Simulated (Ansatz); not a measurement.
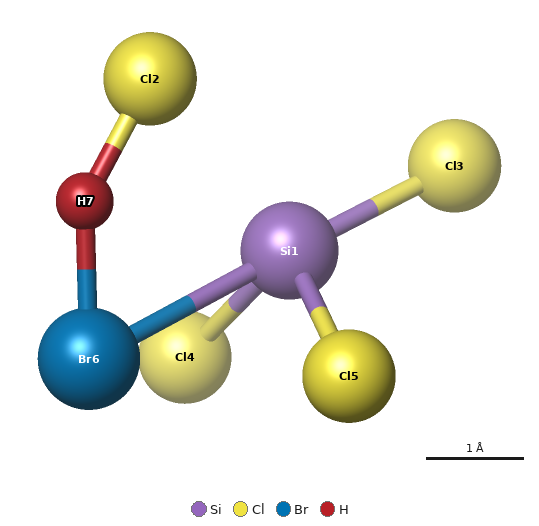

**Figure 1.** The structure as given in the input (ball-and-stick view, seen at a tilt; atoms are numbered from 1 in the order of the input). Bond lengths as drawn: Br–H 1.64 Å, Br–Si 2.61 Å, Cl–H 1.47 Å and Cl–Si 2.13 Å.

**SiHBrCl$_{4}$: geometry relaxation**

The run: geometry relaxation of SiHBrCl$_{4}$. Method and program: RKS PBE-D4/def2-SVP (Ansatz 0.2.0).

The input holds or restrains some coordinates. It belongs to a series of runs on one base structure; here: pulled along the bonds that form and break, towards end A. Figures and captions count atoms from 1; the log counts them from 0 in places.

## The input
```yaml
crystal:
  periodic: [false, false, false]
  atoms:
    - { symbol: Si, position_ang: [0.0, 0.0, 0.0] }
    - { symbol: Cl, position_ang: [0.0, 0.0, 2.48] }
    - { symbol: Cl, position_ang: [2.0086, 0.0, -0.7093] }
    - { symbol: Cl, position_ang: [-1.0032, 1.7381, -0.7093] }
    - { symbol: Cl, position_ang: [-1.0032, -1.7381, -0.7093] }
    - { symbol: Br, position_ang: [-2.4768, 0.0, 0.823] }
    - { symbol: H, position_ang: [-1.4158, 0.0, 2.0742] }
basis:
  gaussian: { orbitals: def2-SVP }
hamiltonian:
  xc: pbe
  dispersion: d4
relax:
  f_tol: 0.15
  max_steps: 25
  restrain:
    - { distance: [0, 5], at: 3.51, k: 30.0 }
    - { distance: [6, 1], at: 2.57, k: 30.0 }
    - { distance: [0, 1], at: 2.13, k: 30.0 }
    - { distance: [6, 5], at: 1.55, k: 30.0 }
output:
  orbitals: {}
```

Run on 4 threads of Intel Xeon (Granite Rapids), 192 GiB of memory available, shared host.

Launch command:
```bash
ansatz run input.yaml --threads 4 --pin off --max-ram 5120MiB --backend cpu --events-out ev --progress --plain --runs-dir out
```

## Output
```
The last accepted step is kept in [file] (removed where the run ends without a failure and the disk answers)
Engine: ansatz 0.2.0, x86_64-unknown-linux-gnu
Functional definition: PBE
  parameter kappa = 0.804
  parameter beta = 0.06672455060314922
  exchange = pbe_x(kappa = kappa, mu = beta*pi^2/3)
  correlation = pbe_c(beta = beta)
1379 factors; their error is unknown
mean field evaluation 1: about -127969.7442 eV, gradient 2.2e1 eV
mean field evaluation 2: about -127941.4769 eV, gradient 8.3e1 eV
mean field evaluation 4: about -127971.1602 eV, gradient 5.2e0 eV
mean field evaluation 8: about -127971.2418 eV, gradient 2.0e-1 eV
mean field evaluation 16: about -127971.1137 eV, gradient 2.1e-4 eV
mean field evaluation 32: about -127964.1354 eV, gradient 9.5e0 eV
mean field -127971.11373567 eV, -4702.8516878495 hartree, gradient 4.8e-5 eV, S^2 0.000000; 3 other end points of the search recorded, 0 dependent functions left out
the calculation of the forces begins
reference -127971.11376583 eV, -4702.8516889579 hartree; 59, 59 occupied and 68, 68 virtual orbitals, 1379 factors
relax step   1: F+E_penalty+E_count = -127971.51538902 eV  Δ(F+E_penalty+E_count) = +0.000e0 eV  max|allowed force component| = 3.228e0 eV/Å  E_restraint = 32.16899865 eV  max|allowed force component, restraints' pulls added| = 3.484e1 eV/Å  Δτ_max = 0.0000 Å  (90 SCF iters, accepted)
  distance Si 0 - Br 5 = 2.6100 Å
  distance H 6 - Cl 1 = 1.4728 Å
  distance Si 0 - Cl 1 = 2.4800 Å
  distance H 6 - Br 5 = 1.6405 Å
these checks for a lower state are left out or cut short: starts, cluster_reference, orbital_swaps, neighbouring_geometries, increment
1379 factors; their error is unknown
mean field -127972.16926095 eV, -4702.8904776881 hartree, gradient 7.8e-6 eV, S^2 0.000000; 0 other end points of the search recorded, 0 dependent functions left out
the calculation of the forces begins
reference -127972.16929131 eV, -4702.8904788039 hartree; 59, 59 occupied and 68, 68 virtual orbitals, 1379 factors
relax step   2: F+E_penalty+E_count = -127972.56583777 eV  Δ(F+E_penalty+E_count) = -1.050e0 eV  max|allowed force component| = 2.597e0 eV/Å  E_restraint = 16.02719350 eV  max|allowed force component, restraints' pulls added| = 2.467e1 eV/Å  Δτ_max = 0.1949 Å  (34 SCF iters, accepted)
  distance Si 0 - Br 5 = 2.9038 Å
  distance H 6 - Cl 1 = 1.7843 Å
  distance Si 0 - Cl 1 = 2.4184 Å
  distance H 6 - Br 5 = 1.5738 Å
these checks for a lower state are left out or cut short: starts, cluster_reference, orbital_swaps, neighbouring_geometries, increment
1379 factors; their error is unknown
mean field -127972.80530152 eV, -4702.9138517479 hartree, gradient 7.4e-5 eV, S^2 0.000000; 0 other end points of the search recorded, 0 dependent functions left out
the calculation of the forces begins
reference -127972.80533211 eV, -4702.9138528720 hartree; 59, 59 occupied and 68, 68 virtual orbitals, 1379 factors
relax step   3: F+E_penalty+E_count = -127973.20553582 eV  Δ(F+E_penalty+E_count) = -6.397e-1 eV  max|allowed force component| = 3.907e0 eV/Å  E_restraint = 5.22635588 eV  max|allowed force component, restraints' pulls added| = 1.281e1 eV/Å  Δτ_max = 0.1949 Å  (30 SCF iters, accepted)
  distance Si 0 - Br 5 = 3.1592 Å
  distance H 6 - Cl 1 = 2.1340 Å
  distance Si 0 - Cl 1 = 2.3100 Å
  distance H 6 - Br 5 = 1.4966 Å
these checks for a lower state are left out or cut short: starts, cluster_reference, orbital_swaps, neighbouring_geometries, increment
1379 factors; their error is unknown
mean field -127973.53020693 eV, -4702.9404915304 hartree, gradient 1.4e-5 eV, S^2 0.000000; 0 other end points of the search recorded, 0 dependent functions left out
the calculation of the forces begins
reference -127973.53023810 eV, -4702.9404926758 hartree; 59, 59 occupied and 68, 68 virtual orbitals, 1379 factors
relax step   4: F+E_penalty+E_count = -127973.92943667 eV  Δ(F+E_penalty+E_count) = -7.239e-1 eV  max|allowed force component| = 3.254e0 eV/Å  E_restraint = 0.57698079 eV  max|allowed force component, restraints' pulls added| = 5.442e0 eV/Å  Δτ_max = 0.1921 Å  (29 SCF iters, accepted)
  distance Si 0 - Br 5 = 3.3870 Å
  distance H 6 - Cl 1 = 2.4408 Å
  distance Si 0 - Cl 1 = 2.1757 Å
  distance H 6 - Br 5 = 1.4825 Å
these checks for a lower state are left out or cut short: starts, cluster_reference, orbital_swaps, neighbouring_geometries, increment
1379 factors; their error is unknown
mean field evaluation 64: about -127974.2683 eV, gradient 8.5e-6 eV
mean field -127974.26828619 eV, -4702.9676154428 hartree, gradient 8.5e-6 eV, S^2 0.000000; 0 other end points of the search recorded, 0 dependent functions left out
the calculation of the forces begins
reference -127974.26831756 eV, -4702.9676165959 hartree; 59, 59 occupied and 68, 68 virtual orbitals, 1379 factors
relax step   5: F+E_penalty+E_count = -127974.66274985 eV  Δ(F+E_penalty+E_count) = -7.333e-1 eV  max|allowed force component| = 1.159e0 eV/Å  E_restraint = 0.06561451 eV  max|allowed force component, restraints' pulls added| = 1.436e0 eV/Å  Δτ_max = 0.1944 Å  (29 SCF iters, accepted)
  distance Si 0 - Br 5 = 3.5346 Å
  distance H 6 - Cl 1 = 2.5814 Å
  distance Si 0 - Cl 1 = 2.1018 Å
  distance H 6 - Br 5 = 1.4966 Å
these checks for a lower state are left out or cut short: starts, cluster_reference, orbital_swaps, neighbouring_geometries, increment
1379 factors; their error is unknown
mean field -127974.33859728 eV, -4702.9701993278 hartree, gradient 1.9e-5 eV, S^2 0.000000; 0 other end points of the search recorded, 0 dependent functions left out
the calculation of the forces begins
reference -127974.33862896 eV, -4702.9702004919 hartree; 59, 59 occupied and 68, 68 virtual orbitals, 1379 factors
relax step   6: F+E_penalty+E_count = -127974.73275252 eV  Δ(F+E_penalty+E_count) = -7.000e-2 eV  max|allowed force component| = 1.236e0 eV/Å  E_restraint = 0.04328747 eV  max|allowed force component, restraints' pulls added| = 1.276e-1 eV/Å  Δτ_max = 0.1888 Å  (28 SCF iters, accepted)
```

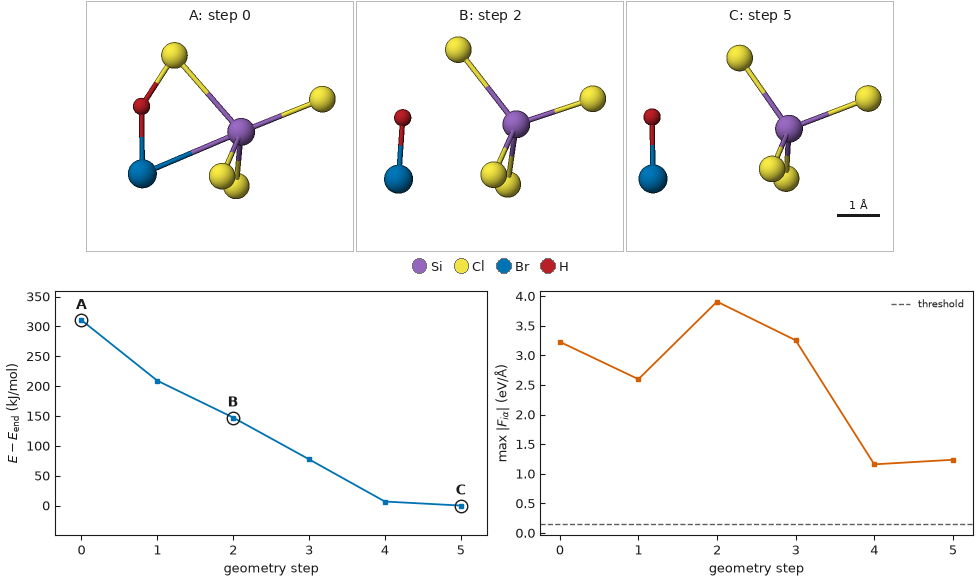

**Figure 2.** Frames of the restrained relaxation (ball-and-stick view, seen on its broad side) above the curves, on which the letters mark them (the first geometry is step 0 here and step 1 in the log).

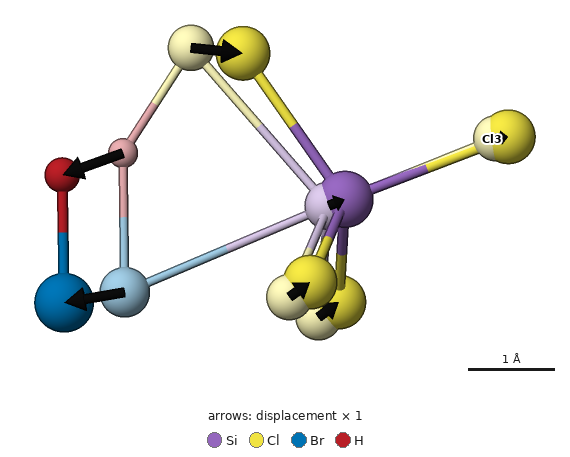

**Figure 3.** Start (faint) and end (solid) with the displacements as black arrows, at true length (ball-and-stick view, seen on its broad side). The two geometries are laid on each other by the best rigid fit. The largest move after the best rigid fit is that of H7, 0.76 Å. By element the largest moves are H 0.76 Å, Br 0.73 Å, Cl 0.62 Å, Si 0.21 Å. Among the contacts that change: Cl2–H7 1.473 → 2.565 Å, Si1–Br6 2.610 → 3.527 Å, Si1–Cl2 2.480 → 2.108 Å, Br6–H7 1.640 → 1.505 Å. Bonds break: Cl2–H7 (1.47 → 2.56 Å), Si1–Br6 (2.61 → 3.53 Å). Among the angles that change: Cl2–Si1–Cl3 109.4° → 104.3°, Cl4–Si1–Cl5 109.5° → 113.8°, Cl2–Si1–Cl4 109.5° → 111.7°. The energy falls by 310.4 kJ/mol in 5 geometry steps. Largest force component: 3.2 eV/Å at the start, 1.2 eV/Å at the end. (Atoms are counted from 1 in the order of the input.)

```
  distance Si 0 - Br 5 = 3.5271 Å
  distance H 6 - Cl 1 = 2.5647 Å
  distance Si 0 - Cl 1 = 2.1076 Å
  distance H 6 - Br 5 = 1.5046 Å
1379 factors; their error is unknown
mean field -127974.33859728 eV, -4702.9701993278 hartree, gradient 1.9e-5 eV, S^2 0.000000; 1 other end points of the search recorded, 0 dependent functions left out
the calculation of the forces begins
reference -127974.33862896 eV, -4702.9702004919 hartree; 59, 59 occupied and 68, 68 virtual orbitals, 1379 factors
Total energy: -127974.73278420 eV, -4702.9846854299 hartree
Atom 0 at     0.204142     0.000000    -0.056423 Å, force     0.570456    -0.000000     0.376229 eV/Å
Atom 1 at     0.389394     0.000000     2.042980 Å, force    -0.146985     0.000000    -0.557312 eV/Å
Atom 2 at     2.148469    -0.000000    -0.739879 Å, force    -0.050302    -0.000000    -0.021221 eV/Å
Atom 3 at    -0.682202     1.714988    -0.738560 Å, force     0.011356    -0.053207     0.019176 eV/Å
Atom 4 at    -0.682202    -1.714988    -0.738560 Å, force     0.011356     0.053207     0.019176 eV/Å
Atom 5 at    -3.108098    -0.000000     1.155769 Å, force     0.433411     0.000000     1.236328 eV/Å
Atom 6 at    -2.159904    -0.000000     2.323973 Å, force    -0.829292    -0.000000    -1.072377 eV/Å
Dipole moment:     0.030989    -0.000000     0.088391 e Å
```

## Trajectory as extended XYZ (Å, eV, eV/Å), 6 frames, from step=1 to step=6
```
7
Properties=species:S:1:pos:R:3:forces:R:3 step=1 energy=-127971.51539
Si    0.0000    0.0000    0.0000   -1.7029   0.0000  -0.3643
Cl    0.0000    0.0000    2.4800    2.6035   0.0000  -0.4077
Cl    2.0086    0.0000   -0.7093   -1.2966   0.0000   0.8182
Cl   -1.0032    1.7381   -0.7093    2.5344   0.8285  -1.1155
Cl   -1.0032   -1.7381   -0.7093    2.5344  -0.8285  -1.1155
Br   -2.4768    0.0000    0.8230   -3.2278   0.0000   2.5082
H    -1.4158    0.0000    2.0742   -1.4450   0.0000  -0.3234
7
Properties=species:S:1:pos:R:3:forces:R:3 step=2 energy=-127972.56584
Si    0.1114    0.0000    0.0218   -2.5972   0.0000   0.1595
Cl    0.1661    0.0000    2.4395    0.9531   0.0000  -1.8713
Cl    2.0129    0.0000   -0.7069    0.0029   0.0000   0.2760
Cl   -0.9757    1.7378   -0.7153    2.2513  -0.4103  -0.1427
Cl   -0.9757   -1.7378   -0.7153    2.2513   0.4103  -0.1427
Br   -2.6584    0.0000    0.8939   -1.6341   0.0000   2.5246
H    -1.5710    0.0000    2.0315   -1.2274   0.0000  -0.8034
7
Properties=species:S:1:pos:R:3:forces:R:3 step=3 energy=-127973.20554
Si    0.2162    0.0000    0.0561   -3.9068   0.0000   0.6482
Cl    0.3452    0.0000    2.3626    0.2135   0.0000  -2.2382
Cl    2.0243    0.0000   -0.7081    1.5386   0.0000  -0.4515
Cl   -0.9511    1.7214   -0.7074    2.0726  -0.9534   0.3755
Cl   -0.9511   -1.7214   -0.7074    2.0726   0.9534   0.3755
Br   -2.8150    0.0000    0.9465   -1.1566   0.0000   1.8698
H    -1.7589    0.0000    2.0069   -0.8340   0.0000  -0.5795
7
Properties=species:S:1:pos:R:3:forces:R:3 step=4 energy=-127973.92944
Si    0.2674    0.0000    0.0834   -3.2540   0.0000  -0.0371
Cl    0.4985    0.0000    2.2468   -0.2394   0.0000  -1.5561
Cl    2.0729    0.0000   -0.7232    1.2632   0.0000  -0.4785
Cl   -0.9009    1.6942   -0.6897    1.6903  -1.0461   0.6331
Cl   -0.9009   -1.6942   -0.6897    1.6903   1.0461   0.6331
Br   -2.9949    0.0000    0.9938   -0.4355   0.0000   1.3758
H    -1.9325    0.0000    2.0278   -0.7148   0.0000  -0.5703
7
Properties=species:S:1:pos:R:3:forces:R:3 step=5 energy=-127974.66275
Si    0.2322    0.0000    0.0185   -0.6265   0.0000  -0.2607
Cl    0.4987    0.0000    2.1033   -0.3125   0.0000  -0.5606
Cl    2.1156    0.0000   -0.7524    0.3060   0.0000  -0.1591
Cl   -0.7593    1.7071   -0.6807    0.5572  -0.5522   0.3270
Cl   -0.7593   -1.7071   -0.6807    0.5572   0.5522   0.3270
Br   -3.1362    0.0000    1.0894    0.3589   0.0000   1.1592
H    -2.0822    0.0000    2.1519   -0.8402   0.0000  -0.8329
7
Properties=species:S:1:pos:R:3:forces:R:3 step=6 energy=-127974.73275
Si    0.2041    0.0000   -0.0564    0.5705   0.0000   0.3762
Cl    0.3894    0.0000    2.0430   -0.1470   0.0000  -0.5573
Cl    2.1485    0.0000   -0.7399   -0.0503   0.0000  -0.0212
Cl   -0.6822    1.7150   -0.7386    0.0114  -0.0532   0.0192
Cl   -0.6822   -1.7150   -0.7386    0.0114   0.0532   0.0192
Br   -3.1081    0.0000    1.1558    0.4334   0.0000   1.2363
H    -2.1599    0.0000    2.3240   -0.8293   0.0000  -1.0724
```

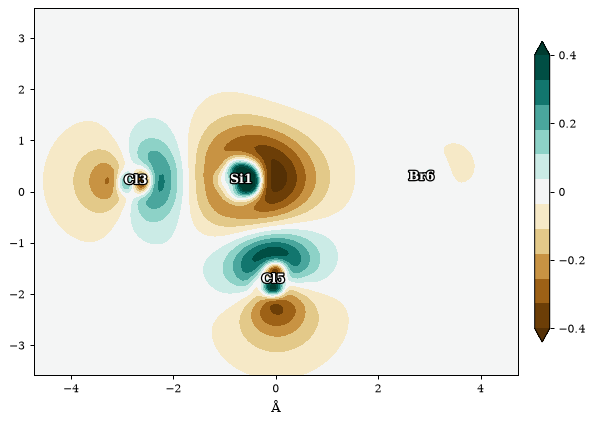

**Figure 4.** One frontier orbital on the plane of atoms Cl3, Si1 and Cl5 (values in Å⁻³ᐟ²; the overall sign is arbitrary). The LUMO, at −2.04 eV. It lies mainly on Si1 (30 %), Cl2 (20 %), Cl4 (20 %), Cl5 (20 %) and Cl3 (10 %).

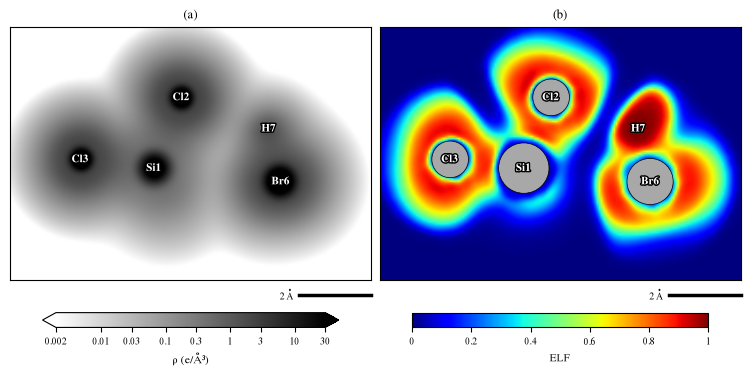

**Figure 5.** (a) electron density; (b) ELF on the plane of atoms Cl2, Si1 and Cl3. Grey discs, where drawn, cover atomic cores.

## Results in brief

| quantity | value |
| --- | --- |
| outcome | converged under the restraints of the input |
| total energy | −127974.7328 eV |
| mean-field energy | −127974.3386 eV |
| largest force (length of the vector) at the end, held atoms and coordinates included | 1.356 eV/Å |
| wall time | 6.6 s (CPU time 23 s) |
| peak memory | 0.23 GiB |
